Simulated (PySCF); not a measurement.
# RuN₃⁻: relaxation and vibrations of the singlet

Where does singlet RuN₃⁻ go from a side-on plus terminal start, is the end point a minimum, and what are its modes, charges and moments?

Method: PBE0, basis Ru def2-SVPD with ECP28, N def2-SVPD, scalar-relativistic core potentials, no spin–orbit coupling, density fitting; program: PySCF 2.14.0.

### 1 Where the work starts

4 atoms, charge -1, spin multiplicity 1.

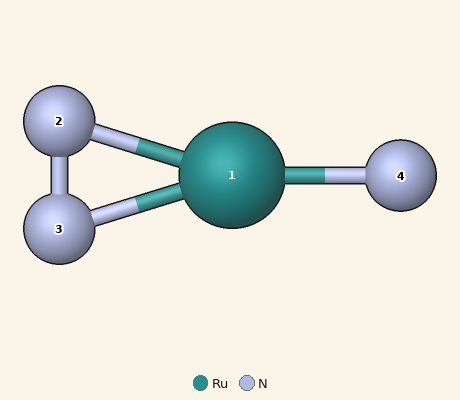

Start geometry, drawn with ruthenium teal, nitrogen light blue; atoms are numbered from 1 in the order of the file.

```xyz
4
charge -1 multiplicity 1
Ru    0.0000    0.0000    0.0000
N     0.6000    0.0000    1.9276
N    -0.6000    0.0000    1.9276
N     0.0000    0.0000   -1.8775
```

### 2 The SCF at the typed geometry

One driver script runs all steps and calls PySCF; scf.py shows how it sets up the SCF of each step. The optimiser is the driver's own. After this first run the driver tries any further starts and a stability analysis.

scf.py

```python
from pyscf import gto, scf, dft
mol = gto.M(atom='''
Ru     0.000000     0.000000     0.000000
N      0.600000     0.000000     1.927600
N     -0.600000     0.000000     1.927600
N      0.000000     0.000000    -1.877500''',
    basis={'Ru': 'def2-SVPD', 'N': 'def2-SVPD'},
    ecp={'Ru': 'def2-SVPD'},
    charge=-1, spin=0)
mf = dft.RKS(mol, xc='PBE0')
mf.grids.atom_grid = (50, 194)
aux = {'Ru': 'def2-universal-JKFIT', 'N': 'def2-universal-JKFIT'}
mf = mf.density_fit(auxbasis=aux)
mf.conv_tol = 1e-08
mf.diis_space = 10
mf.max_cycle = 60
mf.init_guess = 'minao'
mf.verbose = 4
mf.kernel()
```

Launch:

```bash
$ OMP_NUM_THREADS=2 python axn.py task.json out
```

Log, shortened:

```text
[... the frontier levels of the middle cycles are left out ...]
init E= -249.478064406386
  HOMO = -0.480176519953313  LUMO = -0.476007133564877  gap/eV = 0.11345
cycle= 1 E= -257.732172273681  delta_E= -8.25  |g|= 1.94  |ddm|= 3.55
  HOMO = 0.216496204516726  LUMO = 0.2261769214547  gap/eV = 0.26343
cycle= 2 E= -248.903315004754  delta_E= 8.83  |g|= 4.65  |ddm|= 17.8
  HOMO = 0.0319029994888513  LUMO = 0.054558730011566  gap/eV = 0.61649
cycle= 3 E= -258.421131388631  delta_E= -9.52  |g|= 1.11  |ddm|= 17.6
cycle= 4 E= -258.533473391027  delta_E= -0.112  |g|= 0.923  |ddm|= 1.28
cycle= 5 E= -258.652731898049  delta_E= -0.119  |g|= 0.549  |ddm|= 0.706
cycle= 6 E= -258.595881394544  delta_E= 0.0569  |g|= 0.793  |ddm|= 0.807
cycle= 7 E= -258.695935358054  delta_E= -0.1  |g|= 0.411  |ddm|= 0.34
cycle= 8 E= -258.714084957933  delta_E= -0.0181  |g|= 0.285  |ddm|= 0.144
cycle= 9 E= -258.728101948201  delta_E= -0.014  |g|= 0.124  |ddm|= 0.112
cycle= 10 E= -258.731344084414  delta_E= -0.00324  |g|= 0.00704  |ddm|= 0.0842
cycle= 11 E= -258.731368145394  delta_E= -2.41e-05  |g|= 0.00188  |ddm|= 0.0164
cycle= 12 E= -258.731371643841  delta_E= -3.5e-06  |g|= 0.000638  |ddm|= 0.0097
cycle= 13 E= -258.731371810273  delta_E= -1.66e-07  |g|= 0.000214  |ddm|= 0.00189
cycle= 14 E= -258.731371823362  delta_E= -1.31e-08  |g|= 4.58e-05  |ddm|= 0.000354
cycle= 15 E= -258.731371823995  delta_E= -6.33e-10  |g|= 8.02e-06  |ddm|= 9.04e-05
  HOMO = 0.00154519421757016  LUMO = 0.0743914756743429  gap/eV = 1.98225
Extra cycle  E= -258.731371823636  delta_E= 3.58e-10  |g|= 4.14e-05  |ddm|= 3.39e-05
converged SCF energy = -258.731371823636
```

This step, with its further starts and checks, ran for 8.7 s (2 threads of Arm Neoverse V1, shared host).

The starts that the driver tried:

```csv
start,energy (Eh)
the minimal-basis guess,-258.731372
a thermally smeared density,-258.731372
a smeared PBE density,-258.731372
```

No lower closed-shell solution turned up from the other starts or in the test of internal stability.

### 3 Relaxation: side-on plus terminal start, singlet

The program finds C2v symmetry in the start, which this walk keeps. The walk stops when the largest gradient is under 0.0003 Eh/bohr and the energy has settled too.

Edit scf.py of step 2 so:

```diff
@@ -3,4 +3,4 @@
-Ru     0.000000     0.000000     0.000000
-N      0.600000     0.000000     1.927600
-N     -0.600000     0.000000     1.927600
-N      0.000000     0.000000    -1.877500''',
+Ru     0.000000     0.000000    -0.192434
+N      0.600000     0.000000     1.735166
+N     -0.600000     0.000000     1.735166
+N      0.000000     0.000000    -2.069934''',
@@ -17 +16,0 @@
-mf.init_guess = 'minao'
```

The optimiser's trace:

```csv
step,energy (Eh),change (kJ/mol),largest symmetric gradient (Eh/bohr)
0,-258.731372,0.00,0.14348
1,-258.774957,-114.43,0.02747
2,-258.775668,-116.30,0.00976
3,-258.775772,-116.57,0.00104
4,-258.775773,-116.57,0.00026
```

The walk took 10 s.

Positions (Å) and forces (eV/Å) along the way:

```
step 0
Ru   0.000   0.000  -0.192   0.000   0.000  -6.843
N    0.600   0.000   1.735   0.243   0.000  -0.268
N   -0.600   0.000   1.735  -0.243   0.000  -0.268
N    0.000   0.000  -2.070   0.000   0.000   7.378
step 1
Ru   0.000   0.000  -0.253   0.000   0.000  -1.413
N    0.602   0.000   1.680   0.651   0.000   0.019
N   -0.602   0.000   1.680  -0.651   0.000   0.019
N    0.000   0.000  -1.899   0.000   0.000   1.374
step 2
Ru   0.000   0.000  -0.258   0.000   0.000  -0.502
N    0.605   0.000   1.676   0.317   0.000   0.015
N   -0.605   0.000   1.676  -0.317   0.000   0.015
N    0.000   0.000  -1.886   0.000   0.000   0.472
step 3
Ru   0.000   0.000  -0.261   0.000   0.000   0.025
N    0.607   0.000   1.674  -0.053   0.000  -0.005
N   -0.607   0.000   1.674   0.053   0.000  -0.005
N    0.000   0.000  -1.879   0.000   0.000  -0.015
step 4
Ru   0.000   0.000  -0.261   0.000   0.000   0.006
N    0.607   0.000   1.674   0.013   0.000   0.001
N   -0.607   0.000   1.674  -0.013   0.000   0.001
N    0.000   0.000  -1.879   0.000   0.000  -0.008
```

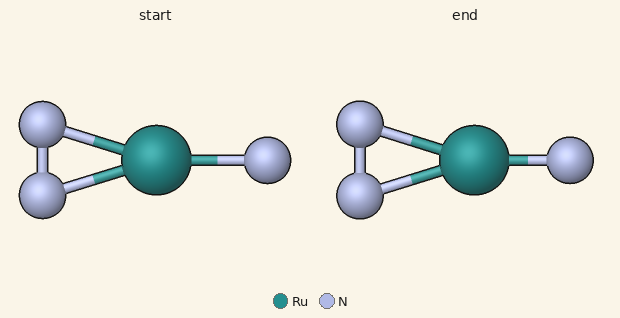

The geometry along the walk, at one scale.

It settles in C2v symmetry, 116.6 kJ/mol below the start, after 4 steps: N–N 1.214 Å, Ru–N 1.618 Å, Ru–N 2.028 Å (×2); N–N–Ru 72.6° (×2), N–Ru–N 34.8°, N–Ru–N 162.6° (×2).

### 4 Hessian and properties

The point is checked on the finer grid, and tightened if its gradient asks for it. The Hessian and the dipole derivatives come from central differences of analytic gradients, with steps of 0.02 bohr.

Edit scf.py of step 3 so:

```diff
@@ -3,4 +3,4 @@
-Ru     0.000000     0.000000    -0.192434
-N      0.600000     0.000000     1.735166
-N     -0.600000     0.000000     1.735166
-N      0.000000     0.000000    -2.069934''',
+Ru     0.000000     0.000000    -0.219199
+N      0.606800     0.000000     1.716319
+N     -0.606800     0.000000     1.716319
+N      0.000000     0.000000    -1.837604''',
@@ -11 +11 @@
-mf.grids.atom_grid = (50, 194)
+mf.grids.atom_grid = (75, 302)
@@ -14 +14 @@
-mf.conv_tol = 1e-08
+mf.conv_tol = 1e-10
```

The driver hands on the density of the step before, so the log starts near convergence.

SCF at the final geometry:

```text
init E= -258.775804510698
  HOMO = 0.0148118061131264  LUMO = 0.095267773734605  gap/eV = 2.18932
cycle= 1 E= -258.775804510151  delta_E= 5.48e-10  |g|= 4.9e-05  |ddm|= 7.48e-05
  HOMO = 0.0148118963656358  LUMO = 0.0952759062042343  gap/eV = 2.18954
cycle= 2 E= -258.775804505199  delta_E= 4.95e-09  |g|= 0.000148  |ddm|= 0.000222
  HOMO = 0.0148117873143629  LUMO = 0.0952698409086707  gap/eV = 2.18938
cycle= 3 E= -258.775804510736  delta_E= -5.54e-09  |g|= 1.21e-05  |ddm|= 0.000165
  HOMO = 0.0148118195565345  LUMO = 0.0952698102765179  gap/eV = 2.18937
cycle= 4 E= -258.775804510767  delta_E= -3.05e-11  |g|= 2.86e-07  |ddm|= 8.31e-06
  HOMO = 0.0148118130771078  LUMO = 0.0952698136063095  gap/eV = 2.18937
Extra cycle  E= -258.775804510767  delta_E= -1.14e-13  |g|= 7.2e-07  |ddm|= 8e-07
converged SCF energy = -258.775804510767
```

The whole step took 35 s.

Geometry: C2v; N–N 1.214 Å, Ru–N 1.618 Å, Ru–N 2.028 Å (×2); N–N–Ru 72.6° (×2), N–Ru–N 34.8°, N–Ru–N 162.6° (×2).

Modes, for the most abundant isotopes:

```
symmetry  ω (cm⁻¹)  IR (km/mol)  μ (u)
      b1        38         18.7  17.96
      b2       169          0.0  16.05
      a1       427          0.1  16.54
      b2       634          210  15.48
      a1      1104          306  15.52
      a1      1695          338  14.01
```

All wavenumbers are real: a minimum.

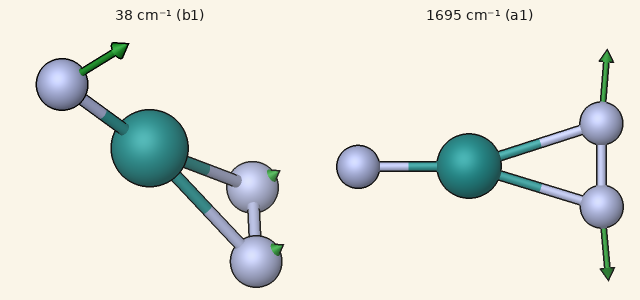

Displacements of 2 of the modes, as arrows (one member where a mode is degenerate).

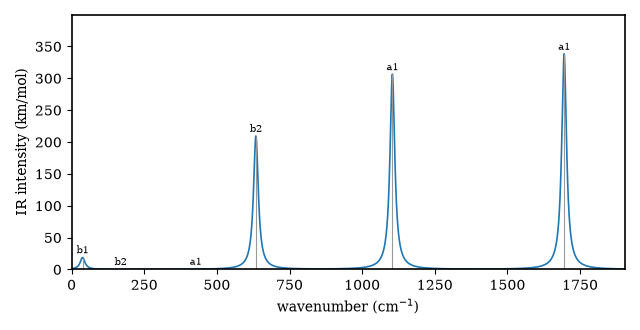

The harmonic infrared spectrum (widths in cm⁻¹). Lines are broadened to a width of 20 cm⁻¹ (Lorentzian).

Properties at this point:

```
Dipole moment about the centre of mass                          : 0.31 D
Highest occupied level                                          : 0.40 eV
Lowest empty level                                              : 2.59 eV
Rotational constants                                            : 1.635, 0.1252, 0.1163 cm⁻¹
Zero-point energy                                               : 24.3 kJ/mol
Principal polarisabilities                                      : 43.7, 74.4, 93.7 bohr³
Principal traceless quadrupole moments about the centre of mass : -17.97, 5.79, 12.17 D Å
Entropy at 298.15 K and 1 bar                                   : 302.7 J/(mol K)
Heat capacity Cp at 298.15 K                                    : 60.7 J/(mol K)
Enthalpy at 298.15 K above 0 K                                  : 14.97 kJ/mol
Rotational symmetry number                                      : 2
```

Populations by atom (charges in e):

```
atom  Mulliken  Löwdin  polar tensor  Mayer order to Ru1
 Ru1      0.21   -0.02          0.74                   –
N2,3     -0.31   -0.32         -0.37                0.85
  N4     -0.58   -0.33         -1.00                2.53
```

Outer orbital energies (eV). occupied: -6.42, -5.46, -4.02, -3.56, -3.25, -0.79, -0.66, 0.40; empty: 2.59, 3.90, 4.74, 5.07.

Mulliken populations on Ru1 (outside its core potential): s 2.28, p 6.48, d 7.00, f 0.03.

### 5 The broken-symmetry singlet

A stability analysis found the closed shell of the lowest minimum unstable towards spin polarisation, so the unrestricted solution is followed.

The program finds C2v symmetry in the start, which may break.

Edit scf.py of step 4 so:

```diff
@@ -3,4 +3,4 @@
-Ru     0.000000     0.000000    -0.219199
-N      0.606800     0.000000     1.716319
-N     -0.606800     0.000000     1.716319
-N      0.000000     0.000000    -1.837604''',
+Ru     0.000000     0.000000    -0.219185
+N      0.606800     0.000000     1.716332
+N     -0.606800     0.000000     1.716332
+N      0.000000     0.000000    -1.837590''',
@@ -10,2 +10,2 @@
-mf = dft.RKS(mol, xc='PBE0')
-mf.grids.atom_grid = (75, 302)
+mf = dft.UKS(mol, xc='PBE0')
+mf.grids.atom_grid = (50, 194)
@@ -14 +14 @@
-mf.conv_tol = 1e-10
+mf.conv_tol = 1e-08
```

Steps of the walk:

```csv
step,energy (Eh),change (kJ/mol),largest gradient (Eh/bohr)
0,-258.775783,0.00,0.00107
1,-258.775785,0.00,0.00049
2,-258.775785,0.00,0.00020
```

The walk took 6.8 s.

End point (C2v, 2 steps, 0.0 kJ/mol gained): N–N 1.213 Å, Ru–N 1.619 Å, Ru–N 2.029 Å (×2); N–N–Ru 72.6° (×2), N–Ru–N 34.8°, N–Ru–N 162.6° (×2).

### 6 Frequencies

The same treatment as at the point before.

Edit scf.py of step 5 so:

```diff
@@ -3,4 +3,4 @@
-Ru     0.000000     0.000000    -0.219185
-N      0.606800     0.000000     1.716332
-N     -0.606800     0.000000     1.716332
-N      0.000000     0.000000    -1.837590''',
+Ru     0.000002    -0.000001    -0.219729
+N      0.606449     0.000006     1.717671
+N     -0.606480     0.000006     1.717660
+N      0.000016    -0.000006    -1.839341''',
@@ -11 +11 @@
-mf.grids.atom_grid = (50, 194)
+mf.grids.atom_grid = (75, 302)
@@ -14 +14 @@
-mf.conv_tol = 1e-08
+mf.conv_tol = 1e-10
```

Log of the central SCF (cycles and frontier levels):

```text
init E= -258.77581727698
[... the frontier-level lines of each cycle are left out ...]
cycle= 1 E= -258.775817276907  delta_E= 7.29e-11  |g|= 1.44e-05  |ddm|= 1.66e-05
cycle= 2 E= -258.775817275467  delta_E= 1.44e-09  |g|= 6.12e-05  |ddm|= 5.19e-05
cycle= 3 E= -258.775817276998  delta_E= -1.53e-09  |g|= 2.27e-06  |ddm|= 4.05e-05
cycle= 4 E= -258.775817277  delta_E= -2.05e-12  |g|= 7.93e-07  |ddm|= 4.07e-06
Extra cycle  E= -258.775817277006  delta_E= -6.48e-12  |g|= 1.1e-06  |ddm|= 1.1e-05
converged SCF energy = -258.775817277006  <S^2> = 0.044623688  2S+1 = 1.085585
```

The whole step ran for 2 min (2 threads of Arm Neoverse V1, shared host).

Geometry: C2v; N–N 1.213 Å, Ru–N 1.620 Å, Ru–N 2.030 Å (×2); N–N–Ru 72.6° (×2), N–Ru–N 34.8°, N–Ru–N 162.6° (×2).

Harmonic modes (main isotopes):

```
symmetry  ω (cm⁻¹)  IR (km/mol)  μ (u)
      b1        25         17.8  17.96
      b2       183          0.0  16.03
      a1       418          1.4  16.33
      b2       634          208  15.49
      a1      1040          455  15.72
      a1      1705          327  14.01
```

All wavenumbers are real: a minimum.

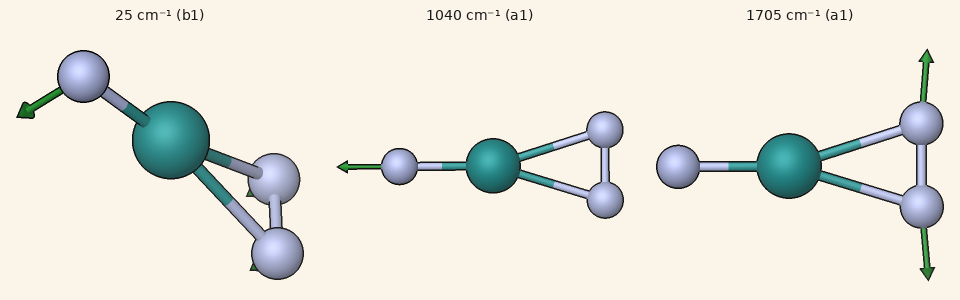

Displacements of 3 of the modes, as arrows (one member where a mode is degenerate).

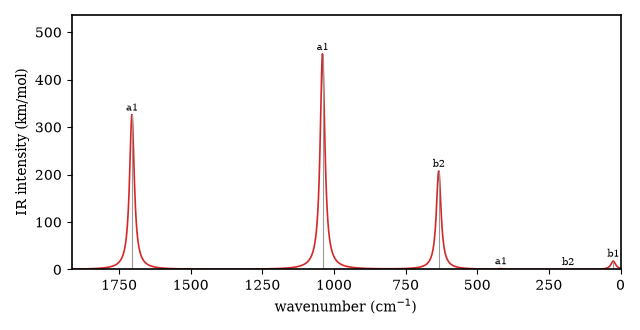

The harmonic infrared spectrum (widths in cm⁻¹). Lines are broadened to a width of 20 cm⁻¹ (Lorentzian).

Constants and moments:

* Dipole moment about the centre of mass: 0.27 D
* Highest occupied level: 0.40 eV
* Lowest empty level: 2.56 eV
* Rotational constants: 1.637, 0.1249, 0.1161 cm⁻¹
* Zero-point energy: 24.0 kJ/mol
* Principal polarisabilities: 44.1, 74.3, 96.3 bohr³
* Principal traceless quadrupole moments about the centre of mass: -17.97, 5.79, 12.19 D Å
* Entropy at 298.15 K and 1 bar: 305.6 J/(mol K)
* Heat capacity Cp at 298.15 K: 60.9 J/(mol K)
* Enthalpy at 298.15 K above 0 K: 15.02 kJ/mol
* Rotational symmetry number: 2
* Spin squared ⟨S²⟩: 0.045

Populations by atom (charges in e):

```json
{"atom": "Ru1", "Mulliken": "0.21", "Löwdin": "-0.02", "polar tensor": "0.83", "spin (Mulliken)": "-0.03", "Mayer order to Ru1": "–"}
{"atom": "N2,3", "Mulliken": "-0.31", "Löwdin": "-0.32", "polar tensor": "-0.34", "spin (Mulliken)": "0.00", "Mayer order to Ru1": "0.84"}
{"atom": "N4", "Mulliken": "-0.58", "Löwdin": "-0.33", "polar tensor": "-1.14", "spin (Mulliken)": "0.04", "Mayer order to Ru1": "2.53"}
```

Outer orbital energies (eV). α occupied: -6.44, -5.46, -4.01, -3.58, -3.29, -0.81, -0.62, 0.40; empty: 2.64, 3.87, 4.73, 5.08. β occupied: -6.44, -5.48, -4.03, -3.55, -3.22, -0.83, -0.75, 0.40; empty: 2.56, 3.89, 4.73, 5.07.

Mulliken populations on Ru1 (outside its core potential): s 2.29, p 6.48, d 7.00, f 0.03.

### 7 The points found, side by side

| spin | group | bonds | imaginary modes (cm⁻¹) | ΔE (kJ/mol) | with zero-point energy |
| --- | --- | --- | --- | --- | --- |
| broken-symmetry (Ms = 0) | C2v | N–N 1.213 Å, Ru–N 1.620 Å, Ru–N 2.030 Å (×2) | none | 0.0 | 0.0 |
| singlet | C2v | N–N 1.214 Å, Ru–N 1.618 Å, Ru–N 2.028 Å (×2) | none | 0.0 | 0.4 |

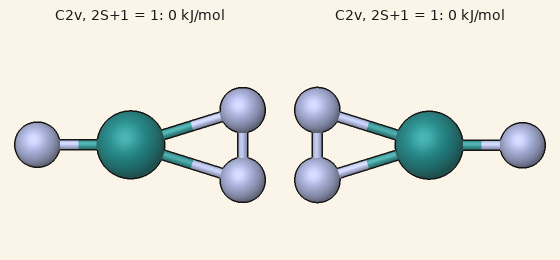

The points, lowest first (ruthenium teal, nitrogen light blue).

### 8 Outcome

| quantity | value |
| --- | --- |
| minimum | broken-symmetry (Ms = 0), C2v |
| geometry | N–N 1.213 Å, Ru–N 1.620 Å, Ru–N 2.030 Å (×2); N–N–Ru 72.6° (×2), N–Ru–N 34.8°, N–Ru–N 162.6° (×2) |
| wavenumbers (cm⁻¹) | 25 (b1), 183 (b2), 418 (a1), 634 (b2), 1040 (a1), 1705 (a1) |
| dipole moment (centre of mass) | 0.27 D |
| highest occupied, lowest empty level (either spin) | 0.40, 2.56 eV |
| polar-tensor charge of Ru1 | +0.83 e |
| zero-point energy | 24.0 kJ/mol |
| entropy at 298.15 K | 305.6 J/(mol K) |
| ⟨S²⟩ | 0.045 |

The molecule stays C2v, as typed, and the end point is a minimum. The strongest infrared band lies at 1040 cm⁻¹ (a1). Only this shape and spin were tried, so other structures or states may lie lower. A highest occupied level above zero is common for anions with such functionals; it warns that the extra electron is poorly described.

The search up to here took 3.1 min.
